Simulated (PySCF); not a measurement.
C7H14GeO: geometry relaxation (part 1 of 2)

C7H14GeO, computed with PBE0-D3(BJ)/def2-SVP geometry optimisation, gas phase (PySCF 2.14.0).

It belongs to a series of runs on one base structure; here: constitutional isomer.

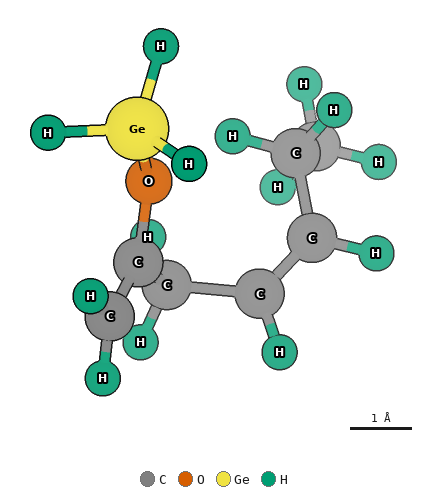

**Figure 1.** The structure as given in the input (ball-and-stick view, seen at a tilt). Sticks mark near contacts. Bond lengths as drawn: C–C 1.29 to 1.54 Å, C–H 1.05 to 1.12 Å, C–O 1.37 Å, Ge–H 1.46 to 1.52 Å and Ge–O 1.77 Å.

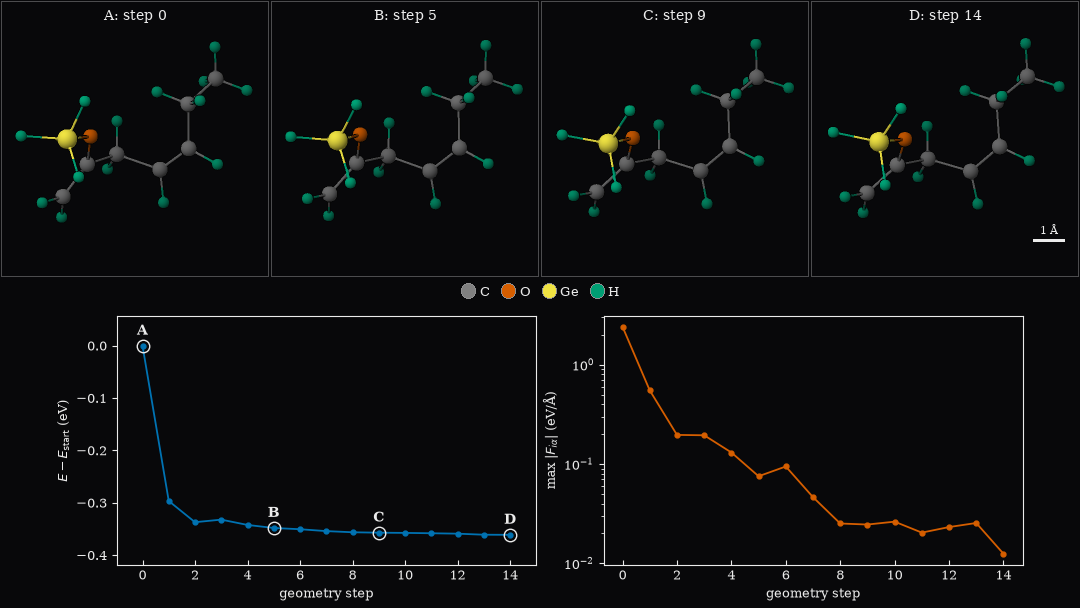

**Figure 2.** Frames of the relaxation (ball-and-stick view, seen at a tilt) above the curves, on which the letters mark them (steps are counted from 0).

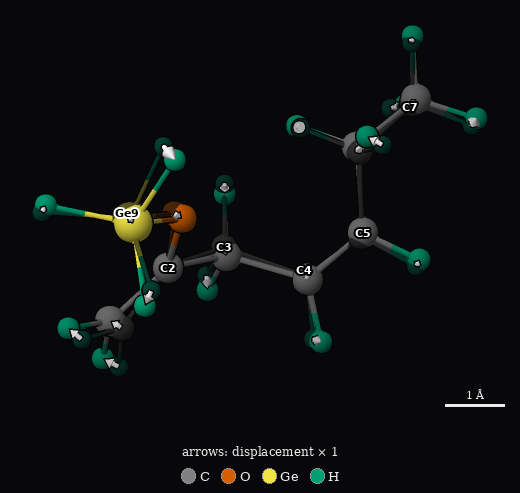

**Figure 3.** Start (faint) and end (solid) with the displacements as white arrows, at true length (ball-and-stick view, seen at a tilt). The two geometries are laid on each other by the best rigid fit. After 14 geometry steps the energy has fallen by 0.361 eV. The largest force component goes from 2.4 to 0.013 eV/Å. H21 moves most after the best rigid fit: 0.39 Å. Largest moves by element: H 0.39 Å, C 0.23 Å, O 0.17 Å, Ge 0.11 Å. Distances before and after: Ge9–H23 1.459 → 1.537 Å, Ge9–H21 1.481 → 1.531 Å, C4–C5 1.294 → 1.338 Å, C1–H10 1.049 → 1.090 Å. Among the angles that change: C2–C1–H10 124.0° → 120.2°, O8–Ge9–H21 99.0° → 102.7°, C2–O8–Ge9 127.4° → 123.9°. (Atoms are counted from 1 in the order of the input.)

The input and output of the run follow.

**The input**
```
{"job": {"xc": "PBE0", "basis": "def2-SVP", "d3": "d3bj", "grid": 1, "shake": 0.01, "kind": "geom"}, "charge": 0, "multiplicity": 1}
C     -2.481300    -1.668630    -0.262610
C     -1.458880    -0.862460    -0.463290
C     -0.062080    -1.371670    -0.627460
C      0.704020    -1.253300     0.696880
C      1.443310    -0.263690     1.083570
C      1.818160     0.963990     0.303840
C      3.290770     0.884530    -0.146860
O     -1.492230     0.504050    -0.512070
Ge    -2.866000     1.559720    -0.151660
H     -2.407080    -2.714670    -0.230440
H     -3.498880    -1.230990    -0.125970
H     -0.061240    -2.412120    -0.925710
H      0.432640    -0.767740    -1.393250
H      0.454090    -2.067350     1.391750
H      1.890760    -0.320710     2.078910
H      1.689940     1.853670     0.948270
H      1.172960     1.087060    -0.561080
H      3.423510     0.032430    -0.790010
H      3.941510     0.780370     0.712610
H      3.530660     1.792760    -0.688920
H     -2.204980     2.871930    -0.335530
H     -3.944550     1.314720    -1.193510
H     -3.367440     1.311640     1.195380
```

The first line tells a small driver script what to run in PySCF; the rest is the geometry in Å.

Launched with:
```bash
OMP_NUM_THREADS=1 python <driver script> task.json out
```

**What the program printed**
```
step   0  E = -2426.17643178  max force = 0.046816
step   1  E = -2426.18732608  max force = 0.010715
step   2  E = -2426.18881319  max force = 0.003822
step   3  E = -2426.18863348  max force = 0.003790
step   4  E = -2426.18900536  max force = 0.002542
step   5  E = -2426.18922004  max force = 0.001467
step   6  E = -2426.18930653  max force = 0.001839
step   7  E = -2426.18943866  max force = 0.000903
step   8  E = -2426.18951924  max force = 0.000489
step   9  E = -2426.18955001  max force = 0.000478
step  10  E = -2426.18956406  max force = 0.000511
step  11  E = -2426.18958890  max force = 0.000397
step  12  E = -2426.18961877  max force = 0.000452
step  13  E = -2426.18969148  max force = 0.000496
step  14  E = -2426.18969976  max force = 0.000243
optimisation converged
```

**Trajectory as extended XYZ (Å, eV, eV/Å), 15 frames, from step=0 to step=14**
```
23
Properties=species:S:1:pos:R:3:forces:R:3 step=0 energy=-66019.62344
C    -2.4813   -1.6686   -0.2626   -2.3848   1.6403   0.2625
C    -1.4589   -0.8625   -0.4633    1.1798   1.0798  -0.2795
C    -0.0621   -1.3717   -0.6275    0.7501   0.7130   0.9736
C     0.7040   -1.2533    0.6969   -2.4074  -2.2178  -1.3087
C     1.4433   -0.2637    1.0836    1.5413   2.2668   0.7455
C     1.8182    0.9640    0.3038    0.7352  -0.3925   0.3734
C     3.2908    0.8845   -0.1469   -1.2685   0.5047   0.3858
O    -1.4922    0.5040   -0.5121    0.6192  -1.3957  -0.0573
Ge   -2.8660    1.5597   -0.1517   -0.1008  -0.1705  -1.1440
H    -2.4071   -2.7147   -0.2304    0.2918  -1.5986   0.0008
H    -3.4989   -1.2310   -0.1260    0.5474  -0.3966  -0.0410
H    -0.0612   -2.4121   -0.9257   -0.0909  -0.4995  -0.2846
H     0.4326   -0.7677   -1.3933    0.0948  -0.0101  -0.2671
H     0.4541   -2.0673    1.3918    0.2687   0.0472   0.0237
H     1.8908   -0.3207    2.0789    0.0612  -0.0194   0.1948
H     1.6899    1.8537    0.9483   -0.0796  -0.0711  -0.0989
H     1.1730    1.0871   -0.5611   -0.3435   0.1123  -0.2990
H     3.4235    0.0324   -0.7900    0.2285  -0.6512  -0.5444
H     3.9415    0.7804    0.7126    0.4771  -0.0178   0.4023
H     3.5307    1.7928   -0.6889    0.4061   0.3924  -0.2830
H    -2.2050    2.8719   -0.3355    0.2999   0.9948  -0.0372
H    -3.9446    1.3147   -1.1935   -0.3082  -0.0357  -0.2269
H    -3.3674    1.3116    1.1954   -0.5177  -0.2748   1.5091
23
Properties=species:S:1:pos:R:3:forces:R:3 step=1 energy=-66019.91989
C    -2.4655   -1.6776   -0.3592    0.1194  -0.5325  -0.3955
C    -1.3757   -0.9225   -0.5543    0.0835  -0.0219   0.0980
C     0.0393   -1.4368   -0.4688   -0.1859  -0.1976  -0.2025
C     0.6254   -1.2007    0.8889    0.3953   0.3054   0.2448
C     1.3716   -0.1479    1.2658   -0.2788  -0.3100  -0.1242
C     1.7766    1.0116    0.4126   -0.0546   0.1140  -0.0621
C     3.2406    0.9589   -0.0120    0.0325  -0.0914  -0.0302
O    -1.3787    0.4009   -0.7936   -0.4348   0.5510   0.1324
Ge   -2.8128    1.4870   -0.4868    0.1583  -0.1430   0.2901
H    -2.3525   -2.7662   -0.2547   -0.0725   0.3202   0.1380
H    -3.4767   -1.2884   -0.4752   -0.1194   0.0809   0.1258
H     0.0469   -2.5153   -0.7028    0.0173   0.1170   0.0580
H     0.6180   -0.9226   -1.2505    0.0475  -0.0195   0.0059
H     0.4038   -1.9622    1.6433   -0.0446  -0.0396   0.0124
H     1.7360   -0.1386    2.2999    0.0240   0.0135   0.0286
H     1.6002    1.9408    0.9844    0.0009  -0.0173  -0.0177
H     1.1233    1.0795   -0.4727    0.0364  -0.0171   0.0628
H     3.4223    0.0823   -0.6578    0.0327   0.0740   0.0618
H     3.9117    0.8739    0.8595   -0.0225   0.0137  -0.0534
H     3.5245    1.8623   -0.5742    0.0225  -0.0155   0.0077
H    -2.1998    2.9000   -0.6520   -0.1200  -0.2766   0.0244
H    -3.9152    1.2079   -1.5385    0.1495   0.0149   0.1151
H    -3.3394    1.2165    0.9684    0.2135   0.0774  -0.5203
23
Properties=species:S:1:pos:R:3:forces:R:3 step=2 energy=-66019.96035
C    -2.4560   -1.6755   -0.4162   -0.1847   0.0840  -0.1497
C    -1.3757   -0.8950   -0.5730    0.1124  -0.1965   0.1844
C     0.0391   -1.4114   -0.4735   -0.0814  -0.0285  -0.0790
C     0.6159   -1.1761    0.8954    0.0890   0.1557  -0.0533
C     1.3573   -0.1195    1.2525   -0.0326  -0.0752   0.0439
C     1.7995    1.0061    0.3685   -0.0073   0.0384  -0.0007
C     3.2803    0.9274    0.0010   -0.0274  -0.0261   0.0075
O    -1.3989    0.4404   -0.7635   -0.0669   0.0014   0.0368
Ge   -2.8542    1.4620   -0.4467    0.0600  -0.0579   0.0620
H    -2.3713   -2.7525   -0.2612    0.1170   0.0620  -0.0039
H    -3.4703   -1.2702   -0.4750   -0.0099  -0.0013   0.0277
H     0.0496   -2.4861   -0.7079   -0.0140   0.0103   0.0161
H     0.6355   -0.8977   -1.2426    0.0200  -0.0338  -0.0070
H     0.3734   -1.9258    1.6570   -0.0414   0.0200  -0.0145
H     1.6989   -0.0760    2.2945    0.0502  -0.0005  -0.0063
H     1.6098    1.9583    0.8948   -0.0018  -0.0058  -0.0055
H     1.1781    1.0398   -0.5389    0.0170   0.0146   0.0083
H     3.4886    0.0256   -0.5959    0.0033   0.0007   0.0099
H     3.9165    0.8795    0.8991   -0.0001   0.0099   0.0031
H     3.5941    1.8034   -0.5874   -0.0003   0.0030   0.0013
H    -2.2910    2.8823   -0.5514   -0.0119   0.0054  -0.0066
H    -3.9171    1.1815   -1.5209   -0.0135   0.0014  -0.0178
H    -3.3781    1.1219    0.9609    0.0244   0.0187  -0.0566
23
Properties=species:S:1:pos:R:3:forces:R:3 step=3 energy=-66019.95546
C    -2.5055   -1.6790   -0.4174    0.1073  -0.0225   0.0297
C    -1.4128   -0.9155   -0.5727   -0.0469   0.1624   0.0139
C     0.0042   -1.4259   -0.4967    0.0348   0.1756   0.0011
C     0.6168   -1.1435    0.8511   -0.1251  -0.1949   0.0822
C     1.3728   -0.1041    1.2210    0.0435   0.0991  -0.0619
C     1.8480    1.0366    0.3726   -0.0135  -0.0636  -0.0241
C     3.3340    0.9375    0.0332   -0.0198   0.0202   0.0010
O    -1.4343    0.4202   -0.7664    0.1317  -0.0071   0.0140
Ge   -2.8827    1.4365   -0.4498    0.0124   0.0169  -0.0951
H    -2.3808   -2.7454   -0.2451   -0.0797  -0.1319  -0.0076
H    -3.5250   -1.2787   -0.4358    0.1067  -0.0331  -0.0331
H     0.0088   -2.5058   -0.6978    0.0256  -0.0427   0.0507
H     0.5865   -0.9385   -1.2932   -0.0347   0.0155  -0.0512
H     0.3665   -1.8792    1.6237   -0.0101  -0.0115   0.0247
H     1.7157   -0.0867    2.2640    0.0028  -0.0213  -0.0133
H     1.6669    1.9789    0.9185   -0.0100  -0.0050   0.0130
H     1.2450    1.1052   -0.5437   -0.0190  -0.0184  -0.0605
H     3.5417    0.0455   -0.5766   -0.0077  -0.0234  -0.0099
H     3.9497    0.8606    0.9429    0.0056   0.0078   0.0224
H     3.6770    1.8198   -0.5288   -0.0020   0.0054  -0.0040
H    -2.3307    2.8537   -0.5719    0.0246   0.1031  -0.0118
H    -3.9485    1.1423   -1.5136   -0.0572  -0.0038  -0.0467
H    -3.3892    1.1083    0.9522   -0.0693  -0.0267   0.1668
23
Properties=species:S:1:pos:R:3:forces:R:3 step=4 energy=-66019.96558
C    -2.4866   -1.6784   -0.4329    0.0718  -0.0060   0.0263
C    -1.3971   -0.9070   -0.5693   -0.0374   0.1054   0.0157
C     0.0174   -1.4199   -0.4833    0.0230   0.0976  -0.0101
C     0.6144   -1.1515    0.8730   -0.0810  -0.1137   0.0390
C     1.3650   -0.1053    1.2345    0.0342   0.0685  -0.0360
C     1.8265    1.0234    0.3634    0.0013  -0.0283  -0.0074
C     3.3112    0.9299    0.0179   -0.0084   0.0176   0.0037
O    -1.4173    0.4309   -0.7496    0.0894  -0.0317   0.0229
Ge   -2.8691    1.4465   -0.4386    0.0134   0.0069  -0.0778
H    -2.3632   -2.7476   -0.2711   -0.0590  -0.0865  -0.0168
H    -3.5061   -1.2813   -0.4582    0.0640  -0.0191  -0.0296
H     0.0236   -2.4982   -0.6946    0.0129  -0.0316   0.0387
H     0.6084   -0.9250   -1.2691   -0.0277  -0.0023  -0.0347
H     0.3612   -1.8884    1.6438   -0.0081   0.0004   0.0081
H     1.7102   -0.0722    2.2762    0.0078  -0.0136  -0.0139
H     1.6407    1.9738    0.8935   -0.0093  -0.0009   0.0085
H     1.2179    1.0706   -0.5512   -0.0054  -0.0099  -0.0278
H     3.5223    0.0284   -0.5770   -0.0062  -0.0178  -0.0056
H     3.9321    0.8742    0.9258    0.0046   0.0072   0.0145
H     3.6441    1.8046   -0.5617   -0.0008   0.0032  -0.0040
H    -2.3145    2.8657   -0.5412    0.0194   0.0793  -0.0085
H    -3.9245    1.1641   -1.5172   -0.0430  -0.0028  -0.0361
H    -3.3925    1.1057    0.9565   -0.0556  -0.0219   0.1307
23
Properties=species:S:1:pos:R:3:forces:R:3 step=5 energy=-66019.97142
C    -2.4751   -1.6880   -0.4557   -0.0564   0.0453  -0.0250
C    -1.3895   -0.9061   -0.5580    0.0277  -0.0572  -0.0005
C     0.0224   -1.4211   -0.4637    0.0086   0.0016  -0.0137
C     0.6108   -1.1526    0.8948    0.0081   0.0517  -0.0604
C     1.3617   -0.0981    1.2337    0.0293   0.0014   0.0754
C     1.8208    1.0178    0.3456   -0.0287  -0.0279  -0.0291
C     3.3070    0.9272    0.0075    0.0037  -0.0032   0.0053
O    -1.4073    0.4348   -0.7157   -0.0209  -0.0275   0.0564
Ge   -2.8651    1.4519   -0.4181    0.0018  -0.0051  -0.0102
H    -2.3812   -2.7668   -0.3272    0.0626   0.0239  -0.0049
H    -3.4885   -1.2825   -0.5028   -0.0368   0.0098  -0.0100
H     0.0291   -2.5006   -0.6728   -0.0052  -0.0029   0.0232
H     0.6164   -0.9276   -1.2481   -0.0051  -0.0115  -0.0169
H     0.3553   -1.8810    1.6728   -0.0010   0.0121   0.0007
H     1.7099   -0.0471    2.2733    0.0185  -0.0041   0.0104
H     1.6276    1.9760    0.8594   -0.0126  -0.0084   0.0052
H     1.2151    1.0464   -0.5721    0.0083   0.0006  -0.0103
H     3.5243    0.0150   -0.5697    0.0004   0.0002   0.0042
H     3.9249    0.8926    0.9190   -0.0017   0.0045  -0.0006
H     3.6369    1.7929   -0.5876   -0.0032  -0.0024  -0.0015
H    -2.3062    2.8762   -0.4941   -0.0017  -0.0057  -0.0009
H    -3.9048    1.1869   -1.5212    0.0029   0.0014   0.0053
H    -3.4204    1.0969    0.9701    0.0015   0.0035  -0.0020
```
